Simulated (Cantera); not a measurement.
Charge: 1 mol B, 4.6 mol NH3, 0.61 mol N2, equilibrated at 10.0 mbar.

Equilibrium computed with Cantera from the NASA thermochemical tables; the gas is ideal and each condensed phase is pure. Candidate condensed phases: B, BN; 15 gas species. The tables' values for BH2 are old estimates; treat these amounts as uncertain. Equilibrium is a limit: real reactors are often held back by kinetics, nucleation or transport.

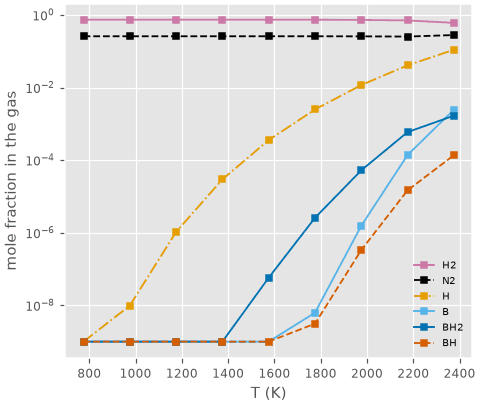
Figure. Equilibrium gas composition (values under 1e-9 drawn at 1e-9)

Read off the mole fractions at 1575 K.

H2 about 0.74, N2 about 0.26, H about 0.00036, BH2 about 5.8e-8.
